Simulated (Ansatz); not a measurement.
# BrGeH₃S (built from SMILES [SH][GeH2][Br]): search for a transition state

Aim: find the saddle point of a 1,2-elimination that is to form Br2–H4 and break Ge1–Br2, S3–H4, prove it by its vibrations, and relax downhill on both sides to see what it joins.

Method: PBE0-D4, def2-SVP first, then def2-TZVP; program: Ansatz 0.2.0, Gaussian basis.

114 further runs of the same task are left out: 114 set aside as unsound or not needed.

## Step 1: The starting structure

The guess: 6 atoms, charge 0, spin multiplicity 1.

Atoms are counted from 1 here; the program's logs count them from 0.

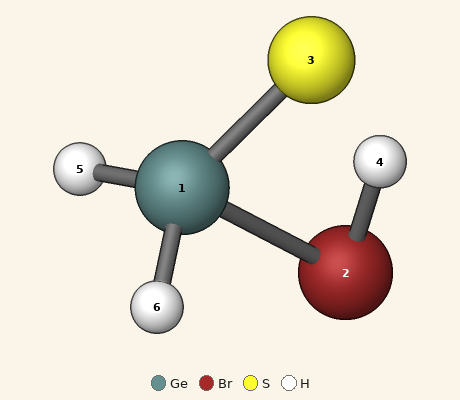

The starting geometry (germanium teal, bromine red, sulfur yellow, hydrogen white); atoms are numbered from 1 in the order of the file.

As a file:

```xyz
6

Ge   -0.1434    0.5339    0.5566
Br   -0.6358   -1.3183   -1.3606
S     1.9016    0.2052    0.1887
H     0.8703   -0.9578   -1.0078
H    -1.0082    1.6575   -0.0471
H    -0.9845   -0.1205    1.6702
```

Distances that are to change: Br2–H4 1.59 Å, Ge1–Br2 2.71 Å, S3–H4 1.96 Å.

## Step 2: Relaxing the guess with the reacting distances held

hold/in.yaml

```yaml
crystal:
  periodic: [false, false, false]
  atoms:
    - {symbol: Ge, position_ang: [-0.143400, 0.533900, 0.556600]}
    - {symbol: Br, position_ang: [-0.635800, -1.318300, -1.360600]}
    - {symbol: S, position_ang: [1.901600, 0.205200, 0.188700]}
    - {symbol: H, position_ang: [0.870300, -0.957800, -1.007800]}
    - {symbol: H, position_ang: [-1.008200, 1.657500, -0.047100]}
    - {symbol: H, position_ang: [-0.984500, -0.120500, 1.670200]}
basis:
  gaussian: {orbitals: def2-SVP}
hamiltonian: {xc: pbe0, dispersion: d4}
relax: {f_tol: 0.04, max_steps: 150, escape_saddle: false, constraints: [{distance: [1, 3]}, {distance: [0, 1]}, {distance: [2, 3]}]}
```

On the command line:

```bash
ansatz run in.yaml --threads 4 --pin off --events-out ev --progress --plain --max-ram 9574MiB
```

What it wrote, cut to the lines that bear on the results:

```text
Functional definition: PBE0
  name "PBE0"
  cite "Adamo & Barone, J. Chem. Phys. 110, 6158 (1999) doi:10.1063/1.478522"
  cite "Perdew, Burke & Ernzerhof, Phys. Rev. Lett. 77, 3865 (1996) doi:10.1103/PhysRevLett.77.3865"
  parent pbe
[...]
1004 factors; integrals over basis functions are off by at most 3.6e-4 eV
[...]
mean field -137410.61540403 eV, -5049.7469758378 hartree, gradient 8.1e-5 eV, S^2 0.000000; 0 other end points of the search recorded, 0 dependent functions left out
[...]
reference -137410.61542660 eV, -5049.7469766672 hartree; 43, 43 occupied and 54, 54 virtual orbitals, 1004 factors
relax step   1: F+E_penalty+E_count = -137410.75279681 eV  Δ(F+E_penalty+E_count) = +0.000e0 eV  max|allowed force component| = 2.044e-1 eV/Å  Δτ_max = 0.0000 Å  (25 SCF iters, accepted)
[...]
relax step   3: F+E_penalty+E_count = -137410.78410021 eV  Δ(F+E_penalty+E_count) = -8.742e-3 eV  max|allowed force component| = 4.041e-2 eV/Å  Δτ_max = 0.0419 Å  (27 SCF iters, accepted)
[...]
relax step   4: F+E_penalty+E_count = -137410.78420494 eV  Δ(F+E_penalty+E_count) = -1.047e-4 eV  max|allowed force component| = 1.826e-2 eV/Å  Δτ_max = 0.0026 Å  (21 SCF iters, accepted)
  distance Br 1 - H 3 held at 1.588322 Å   reaction = -7.9855e-2 eV/Å
  distance Ge 0 - Br 1 held at 2.710859 Å   reaction = +1.8439e-1 eV/Å
  distance S 2 - H 3 held at 1.961571 Å   reaction = +3.8400e-1 eV/Å
1004 factors; integrals over basis functions are off by at most 3.4e-4 eV
[...]
mean field -137410.64714733 eV, -5049.7481423826 hartree, gradient 5.2e-5 eV, S^2 0.000000; 1 other end points of the search recorded, 0 dependent functions left out
[...]
reference -137410.64716993 eV, -5049.7481432131 hartree; 43, 43 occupied and 54, 54 virtual orbitals, 1004 factors
Total energy: -137410.78422754 eV, -5049.7531799873 hartree
Atom 0 at    -0.169663     0.511291     0.533289 Å, force    -0.050558    -0.123419    -0.127046 eV/Å
Atom 1 at    -0.644549    -1.343468    -1.385854 Å, force    -0.042200     0.106016     0.110639 eV/Å
Atom 2 at     1.885308     0.228530     0.212213 Å, force    -0.204622    -0.225591    -0.231970 eV/Å
Atom 3 at     0.831120    -0.925601    -0.972873 Å, force     0.280070     0.247879     0.254207 eV/Å
Atom 4 at    -0.963085     1.682294    -0.078291 Å, force     0.008696    -0.010998     0.005689 eV/Å
Atom 5 at    -0.939130    -0.153045     1.691515 Å, force     0.008614     0.006112    -0.011518 eV/Å
Dipole moment:    -0.534985     0.091915     0.102500 e Å
```

It took 9.5 s on 4 threads of Arm Neoverse V1, shared host.

The steps of the relaxation:

```tsv
step	energy from step 1 (eV)	largest force component (eV/Å)
1	0.0000	0.2044
2	-0.0226	0.1481
3	-0.0313	0.0404
4	-0.0314	0.0183
```

Close pairs (by a distance rule), those that changed most:

```tsv
bond	before (Å)	after (Å)	change (Å)
Ge1–S3	2.104	2.099	-0.005
Ge1–H6	1.541	1.541	-0.000
Ge1–H5	1.541	1.541	-0.000
Br2–H4	1.588	1.588	+0.000
Ge1–Br2	2.711	2.711	+0.000
```

## Step 3: Force constants to start from

hessian/in.yaml

```yaml
crystal:
  periodic: [false, false, false]
  atoms:
    - {symbol: Ge, position_ang: [-0.169663, 0.511291, 0.533289]}
    - {symbol: Br, position_ang: [-0.644549, -1.343468, -1.385854]}
    - {symbol: S, position_ang: [1.885308, 0.228530, 0.212213]}
    - {symbol: H, position_ang: [0.831120, -0.925601, -0.972873]}
    - {symbol: H, position_ang: [-0.963085, 1.682294, -0.078291]}
    - {symbol: H, position_ang: [-0.939130, -0.153045, 1.691515]}
basis:
  gaussian: {orbitals: def2-SVP}
hamiltonian: {xc: pbe0, dispersion: d4}
phonons: {}
scf: {lower_state_search: off}
```

On the command line:

```bash
ansatz run in.yaml --threads 4 --pin off --events-out ev --progress --plain --max-ram 9574MiB
```

What it wrote, cut to the lines that bear on the results:

```text
[... 5 set-up lines as earlier in the session ...]
[...]
1004 factors; integrals over basis functions are off by at most 3.4e-4 eV
[...]
mean field -137410.64715088 eV, -5049.7481425128 hartree, gradient 6.4e-6 eV, S^2 0.000000; 0 other end points of the search recorded, 0 dependent functions left out
[...]
reference -137410.64717348 eV, -5049.7481433436 hartree; 43, 43 occupied and 54, 54 virtual orbitals, 1004 factors
[... from here to the last solve, the lines of the solves are left out (35 solves) ...]
1004 factors; integrals over basis functions are off by at most 3.4e-4 eV
mean field -137410.64714235 eV, -5049.7481421994 hartree, gradient 2.4e-6 eV, S^2 0.000000; 0 other end points of the search recorded, 0 dependent functions left out
[...]
WARN: phonons: modes at or below zero, which the zero-point energy, F, S and C_V leave out: 1, the lowest at -725.25 cm⁻¹. A minimum has none, and a first-order saddle one
Total energy: -137410.78423110 eV, -5049.7531801181 hartree
Atom 0 at    -0.169663     0.511291     0.533289 Å, force    -0.050504    -0.123473    -0.127115 eV/Å
Atom 1 at    -0.644549    -1.343468    -1.385854 Å, force    -0.042253     0.106027     0.110652 eV/Å
Atom 2 at     1.885308     0.228530     0.212213 Å, force    -0.204636    -0.225561    -0.231939 eV/Å
Atom 3 at     0.831120    -0.925601    -0.972873 Å, force     0.280095     0.247887     0.254215 eV/Å
Atom 4 at    -0.963085     1.682294    -0.078291 Å, force     0.008692    -0.010995     0.005696 eV/Å
Atom 5 at    -0.939130    -0.153045     1.691515 Å, force     0.008606     0.006114    -0.011511 eV/Å
Dipole moment:    -0.534986     0.091914     0.102500 e Å
Vibrations: -725.25 153.82 291.37 319.77 521.38 526.26 551.92 678.11 899.30 1234.96 2144.60 2148.20 cm⁻¹, zero-point energy 0.587045 eV
Checks for a lower state left out: stability, starts, cluster_reference, orbital_swaps, neighbouring_geometries, increment
```

Run time: 54 s. Hardware: 4 threads of Arm Neoverse V1, shared host.

The structure is not stationary yet, so these wavenumbers are no spectrum; the search needs only the force constants.

## Step 4: Saddle search in the small basis

The search itself is an outer loop (partitioned rational-function steps, Bofill update of the Hessian). Each step is one single-point run with forces. It stops when the largest force is under 0.04 eV/Å and the followed curvature is negative. The first step's input:

presaddle/in.yaml

```yaml
crystal:
  periodic: [false, false, false]
  atoms:
    - {symbol: Ge, position_ang: [-0.169663, 0.511291, 0.533289]}
    - {symbol: Br, position_ang: [-0.644549, -1.343468, -1.385854]}
    - {symbol: S, position_ang: [1.885308, 0.228530, 0.212213]}
    - {symbol: H, position_ang: [0.831120, -0.925601, -0.972873]}
    - {symbol: H, position_ang: [-0.963085, 1.682294, -0.078291]}
    - {symbol: H, position_ang: [-0.939130, -0.153045, 1.691515]}
basis:
  gaussian: {orbitals: def2-SVP}
hamiltonian: {xc: pbe0, dispersion: d4}
output: {forces: true}
scf: {lower_state_search: off}
```

On the command line:

```bash
ansatz run in.yaml --threads 4 --pin off --events-out ev --progress --plain --max-ram 9574MiB
```

Step by step:

```tsv
step	energy (eV)	largest force (eV/Å)	followed curvature (eV/Å²)
1	-137410.78420	0.2801	-6.99
2	-137410.75402	0.1755	-5.30
3	-137410.75257	0.0324	-3.79
```

The 3 steps took 5 s in all (4 threads of Arm Neoverse V1, shared host).

## Step 5: Saddle search in triple zeta

A small driver takes partitioned rational-function steps: uphill along one mode, downhill along the rest. It calls the program once a step for energy and forces and updates the Hessian by Bofill's formula. It stops when the largest force is under 0.01 eV/Å and the followed curvature is negative. The first step's input:

saddle/in.yaml

```yaml
crystal:
  periodic: [false, false, false]
  atoms:
    - {symbol: Ge, position_ang: [-0.141755, 0.546236, 0.568899]}
    - {symbol: Br, position_ang: [-0.629262, -1.378076, -1.421922]}
    - {symbol: S, position_ang: [1.889093, 0.262810, 0.247298]}
    - {symbol: H, position_ang: [0.776439, -0.960945, -1.007970]}
    - {symbol: H, position_ang: [-0.959213, 1.681938, -0.076640]}
    - {symbol: H, position_ang: [-0.935302, -0.151963, 1.690336]}
basis:
  gaussian: {orbitals: def2-TZVP}
hamiltonian: {xc: pbe0, dispersion: d4}
output: {forces: true}
scf: {lower_state_search: off}
```

On the command line:

```bash
ansatz run in.yaml --threads 4 --pin off --events-out ev --progress --plain --max-ram 9574MiB
```

Step by step:

```tsv
step	energy (eV)	largest force (eV/Å)	followed curvature (eV/Å²)
1	-137430.15396	0.1297	-3.79
2	-137430.15151	0.0787	-2.64
3	-137430.15137	0.0202	-2.68
4	-137430.15138	0.0089	-1.94
```

The 4 steps took 11 s in all (4 threads of Arm Neoverse V1, shared host).

Geometry at the end of the search:

```tsv
atom	x (Å)	y (Å)	z (Å)
Ge1	-0.1279	0.5580	0.5809
Br2	-0.6321	-1.3913	-1.4356
S3	1.8939	0.2848	0.2700
H4	0.7510	-0.9743	-1.0215
H5	-0.9544	1.6763	-0.0784
H6	-0.9305	-0.1535	1.6846
```

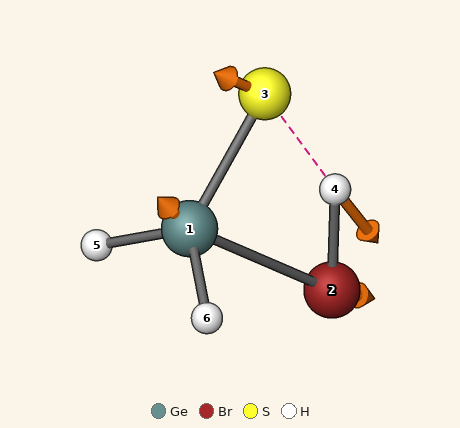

The point found; broken lines mark the pairs that react, arrows the followed mode.

## Step 6: Checking the order of the point

vib/in.yaml

```yaml
crystal:
  periodic: [false, false, false]
  atoms:
    - {symbol: Ge, position_ang: [-0.127904, 0.557951, 0.580889]}
    - {symbol: Br, position_ang: [-0.632124, -1.391261, -1.435559]}
    - {symbol: S, position_ang: [1.893883, 0.284767, 0.270041]}
    - {symbol: H, position_ang: [0.751009, -0.974289, -1.021528]}
    - {symbol: H, position_ang: [-0.954351, 1.676306, -0.078448]}
    - {symbol: H, position_ang: [-0.930513, -0.153475, 1.684605]}
basis:
  gaussian: {orbitals: def2-TZVP}
hamiltonian: {xc: pbe0, dispersion: d4}
phonons: {temperatures: {t_min: 298.15, t_max: 900, t_step: 200}}
```

On the command line:

```bash
ansatz run in.yaml --threads 4 --pin off --events-out ev --progress --plain --max-ram 9574MiB
```

What it wrote, cut to the lines that bear on the results:

```text
[... 5 set-up lines as earlier in the session ...]
[...]
1217 factors; their error is unknown
[...]
mean field -137430.01402868 eV, -5050.4598621449 hartree, gradient 2.6e-5 eV, S^2 0.000000; 0 other end points of the search recorded, 0 dependent functions left out
[...]
reference -137430.01405509 eV, -5050.4598631153 hartree; 43, 43 occupied and 108, 108 virtual orbitals, 1217 factors
[... from here to the last solve, the lines of the solves are left out (35 solves) ...]
1217 factors; their error is unknown
mean field -137430.01400067 eV, -5050.4598611153 hartree, gradient 1.1e-6 eV, S^2 0.000000; 0 other end points of the search recorded, 0 dependent functions left out
[...]
reference -137430.01402707 eV, -5050.4598620857 hartree; 43, 43 occupied and 108, 108 virtual orbitals, 1217 factors
WARN: phonons: modes at or below zero, which the zero-point energy, F, S and C_V leave out: 1, the lowest at -172.46 cm⁻¹. A minimum has none, and a first-order saddle one
Total energy: -137430.15137980 eV, -5050.4649097052 hartree
Atom 0 at    -0.127904     0.557951     0.580889 Å, force     0.000660    -0.000529    -0.000300 eV/Å
Atom 1 at    -0.632124    -1.391261    -1.435559 Å, force    -0.007580    -0.001838    -0.001805 eV/Å
Atom 2 at     1.893883     0.284767     0.270041 Å, force    -0.002851    -0.000067    -0.000074 eV/Å
Atom 3 at     0.751009    -0.974289    -1.021528 Å, force     0.008899     0.001900     0.001883 eV/Å
Atom 4 at    -0.954351     1.676306    -0.078448 Å, force     0.000398     0.000247     0.000215 eV/Å
Atom 5 at    -0.930513    -0.153475     1.684605 Å, force     0.000474     0.000286     0.000082 eV/Å
Dipole moment:    -0.577081     0.062576     0.072727 e Å
Vibrations: -172.46 122.04 247.00 417.50 432.66 535.82 547.16 638.01 888.76 1743.83 2138.73 2141.34 cm⁻¹, zero-point energy 0.610800 eV
```

Wall time 98 s (4 threads of Arm Neoverse V1, shared host).

The modes, with what each moves most:

```tsv
mode	wavenumber (cm⁻¹)	character
1	172i	changes Br2–H4, S3–H4
2	122	bend with Ge–Br stretch
3	247	bend
4	418	bend
5	433	torsion
6	536	bend
7	547	Ge–S stretch
8	638	bend
9	889	bend
10	1744	Br–H stretch
11	2139	Ge–H stretch
12	2141	Ge–H stretch
```

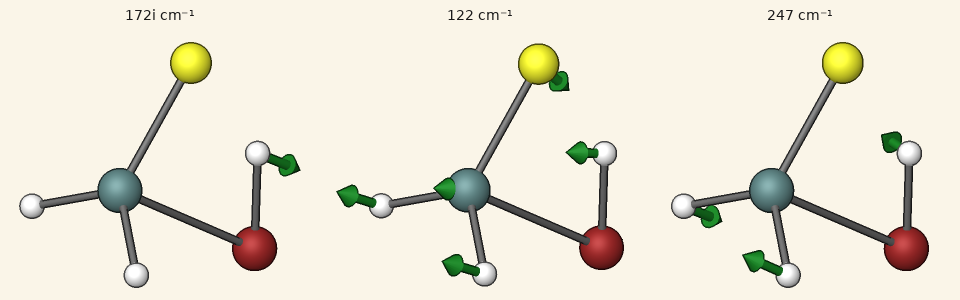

How the atoms move in 3 of the modes.

Vibrational sums (real modes only):

```tsv
T (K)	entropy (J/mol/K)	heat capacity (J/mol/K)
298	34.5	43.3
498	60.7	58.5
698	82.0	67.7
898	99.9	74.1
```

## Step 7: Relaxing after a step of 0.30 Å one way along the mode

downa/in.yaml

```yaml
crystal:
  periodic: [false, false, false]
  atoms:
    - {symbol: Ge, position_ang: [-0.040451, 0.685062, 0.711741]}
    - {symbol: Br, position_ang: [-0.636617, -1.523836, -1.573053]}
    - {symbol: S, position_ang: [1.935690, 0.454475, 0.444939]}
    - {symbol: H, position_ang: [0.597680, -1.154794, -1.205669]}
    - {symbol: H, position_ang: [-0.940069, 1.683560, -0.068660]}
    - {symbol: H, position_ang: [-0.916233, -0.144467, 1.690702]}
basis:
  gaussian: {orbitals: def2-TZVP}
hamiltonian: {xc: pbe0, dispersion: d4}
relax: {f_tol: 0.005, max_steps: 200}
```

On the command line:

```bash
ansatz run in.yaml --threads 4 --pin off --events-out ev --progress --plain --max-ram 9574MiB
```

What it wrote, cut to the lines that bear on the results:

```text
[... 5 set-up lines as earlier in the session ...]
[...]
1217 factors; their error is unknown
[...]
mean field -137429.89933971 eV, -5050.4556474029 hartree, gradient 3.3e-5 eV, S^2 0.000000; 0 other end points of the search recorded, 0 dependent functions left out
[...]
reference -137429.89936693 eV, -5050.4556484032 hartree; 43, 43 occupied and 108, 108 virtual orbitals, 1217 factors
relax step   1: F+E_penalty+E_count = -137430.03400489 eV  Δ(F+E_penalty+E_count) = +0.000e0 eV  max|allowed force component| = 2.683e0 eV/Å  Δτ_max = 0.0000 Å  (27 SCF iters, accepted)
[...]
1217 factors; their error is unknown
[...]
mean field -137430.06882020 eV, -5050.4618756961 hartree, gradient 1.3e-5 eV, S^2 0.000000; 1 other end points of the search recorded, 0 dependent functions left out
[...]
reference -137430.06884780 eV, -5050.4618767101 hartree; 43, 43 occupied and 108, 108 virtual orbitals, 1217 factors
Total energy: -137430.20090734 eV, -5050.4667298089 hartree
Atom 0 at    -0.065636     0.680900     0.707555 Å, force     0.001425    -0.000224    -0.000262 eV/Å
Atom 1 at    -0.734544    -1.445625    -1.490478 Å, force     0.000158     0.000009     0.000010 eV/Å
Atom 2 at     1.961728     0.591549     0.587389 Å, force    -0.000527     0.000002     0.000016 eV/Å
Atom 3 at     0.690371    -1.390630    -1.452519 Å, force    -0.000120     0.000034     0.000027 eV/Å
Atom 4 at    -0.937856     1.694603    -0.055322 Å, force    -0.000473     0.000556    -0.000351 eV/Å
Atom 5 at    -0.914064    -0.130796     1.703376 Å, force    -0.000463    -0.000376     0.000561 eV/Å
Dipole moment:    -0.578882    -0.139410    -0.136839 e Å
```

It took 41 s on 4 threads of Arm Neoverse V1, shared host.

Step by step: (the energy doesn't fall at every step)

```tsv
step	energy from step 1 (eV)	largest force component (eV/Å)
1	0.0000	2.6832
2	-0.1561	0.3003
3	-0.1523	0.6308
4	-0.1631	0.1205
5	-0.1645	0.1206
6	-0.1654	0.0685
7	-0.1659	0.0943
8	-0.1662	0.0670
9	-0.1669	0.0102
10	-0.1669	0.0053
11	-0.1669	0.0014
```

Distances of close pairs at the start and the end, largest changes first:

```tsv
bond	before (Å)	after (Å)	change (Å)
Br2–H4	1.340	1.426	+0.087
Ge1–S3	2.007	2.033	+0.026
Ge1–H5	1.554	1.540	-0.015
Ge1–H6	1.554	1.540	-0.014
```

## Step 8: Relaxing after a step of 0.30 Å the other way along the mode

downb/in.yaml

```yaml
crystal:
  periodic: [false, false, false]
  atoms:
    - {symbol: Ge, position_ang: [-0.215358, 0.430840, 0.450037]}
    - {symbol: Br, position_ang: [-0.627632, -1.258685, -1.298064]}
    - {symbol: S, position_ang: [1.852076, 0.115060, 0.095144]}
    - {symbol: H, position_ang: [0.904338, -0.793783, -0.837387]}
    - {symbol: H, position_ang: [-0.968632, 1.669052, -0.088236]}
    - {symbol: H, position_ang: [-0.944793, -0.162484, 1.678507]}
basis:
  gaussian: {orbitals: def2-TZVP}
hamiltonian: {xc: pbe0, dispersion: d4}
relax: {f_tol: 0.005, max_steps: 200}
```

On the command line:

```bash
ansatz run in.yaml --threads 4 --pin off --events-out ev --progress --plain --max-ram 9574MiB
```

What it wrote, cut to the lines that bear on the results:

```text
[... 5 set-up lines as earlier in the session ...]
[...]
1217 factors; their error is unknown
[...]
mean field -137430.41236584 eV, -5050.4745007654 hartree, gradient 5.8e-5 eV, S^2 0.000000; 0 other end points of the search recorded, 0 dependent functions left out
[...]
reference -137430.41239167 eV, -5050.4745017146 hartree; 43, 43 occupied and 108, 108 virtual orbitals, 1217 factors
relax step   1: F+E_penalty+E_count = -137430.55121691 eV  Δ(F+E_penalty+E_count) = +0.000e0 eV  max|allowed force component| = 2.356e0 eV/Å  Δτ_max = 0.0000 Å  (26 SCF iters, accepted)
[...]
1217 factors; their error is unknown
[...]
mean field -137432.02428080 eV, -5050.5337375476 hartree, gradient 2.3e-5 eV, S^2 0.000000; 1 other end points of the search recorded, 0 dependent functions left out
[...]
reference -137432.02430815 eV, -5050.5337385527 hartree; 43, 43 occupied and 108, 108 virtual orbitals, 1217 factors
Total energy: -137432.15522505 eV, -5050.5385496600 hartree
Atom 0 at    -0.432554     0.268422     0.157149 Å, force    -0.000071     0.000047     0.000170 eV/Å
Atom 1 at    -1.607727    -1.024882    -1.356625 Å, force     0.000172     0.000554    -0.000034 eV/Å
Atom 2 at     1.708655     0.360875    -0.365815 Å, force    -0.000444     0.000109    -0.000156 eV/Å
Atom 3 at     1.943992    -0.916237    -0.022147 Å, force     0.000174    -0.000273     0.000207 eV/Å
Atom 4 at    -0.968394     1.698327     0.061879 Å, force    -0.000179    -0.000063    -0.000604 eV/Å
Atom 5 at    -0.643973    -0.386505     1.525560 Å, force     0.000348    -0.000375     0.000417 eV/Å
Dipole moment:     0.078470     0.044649     0.316263 e Å
```

Run time: 54 s. Hardware: 4 threads of Arm Neoverse V1, shared host.

Step by step: (the energy doesn't fall at every step)

```tsv
step	energy from step 1 (eV)	largest force component (eV/Å)
1	0.0000	2.3558
2	-0.3791	2.0144
3	-0.9994	1.3454
4	-1.2709	1.5430
5	-1.4241	0.8803
6	-1.5189	0.3530
7	-1.5249	0.9675
8	-1.5768	0.2073
9	-1.5959	0.1765
10	-1.6026	0.0470
11	-1.5730	0.4445
12	-1.6036	0.0169
13	-1.6040	0.0051
14	-1.6040	0.0006
```

Close pairs (by a distance rule), those that changed most:

```tsv
bond	before (Å)	after (Å)	change (Å)
Br2–H4	1.666	3.796	+2.130
S3–H4	1.611	1.343	-0.267
Ge1–Br2	2.466	2.312	-0.154
Ge1–S3	2.121	2.206	+0.085
Ge1–H5	1.546	1.530	-0.016
Ge1–H6	1.547	1.532	-0.015
```

## Step 9: The three structures

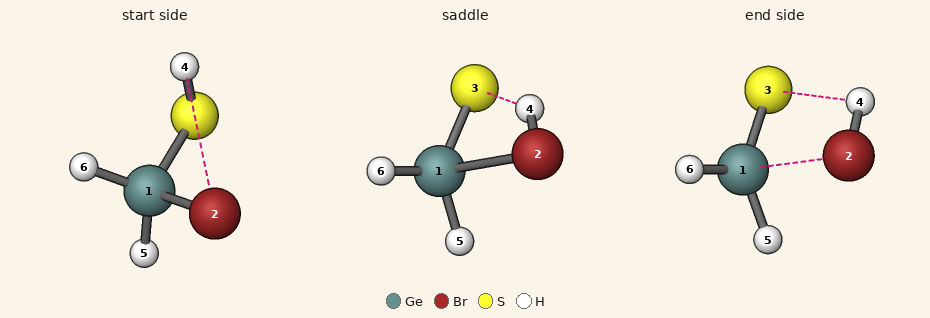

The minimum on the start side, the saddle and the minimum on the end side; broken lines mark the pairs that change.

```tsv
pair	start side (Å)	saddle (Å)	end side (Å)
Br2–H4	3.796	1.503	1.426
Ge1–Br2	2.312	2.850	3.131
S3–H4	1.343	2.135	3.116
```

## Step 10: What came out

```
                       quantity                                        value
                 imaginary mode                                    172i cm⁻¹
    barrier from the start side                                 193.3 kJ/mol
      barrier from the end side                                   4.8 kJ/mol
             energy of the step                                +188.6 kJ/mol
              pairs that change  Br2–H4 formed, Ge1–Br2 broken, S3–H4 broken
zero-point energy at the saddle                                     0.611 eV
```

In words: The point has a single imaginary mode (172i cm⁻¹), as a transition state must. The two relaxations end on the structures that were planned. At PBE0-D4/def2-TZVP the electronic barrier is 193.3 kJ/mol, about 78 kT at 298 K, and the step runs 188.6 kJ/mol uphill. A step off the saddle overshot and began above it in energy, so the link to its end is likely but not proven. The ends are the nearest minima, not always the lowest complexes.
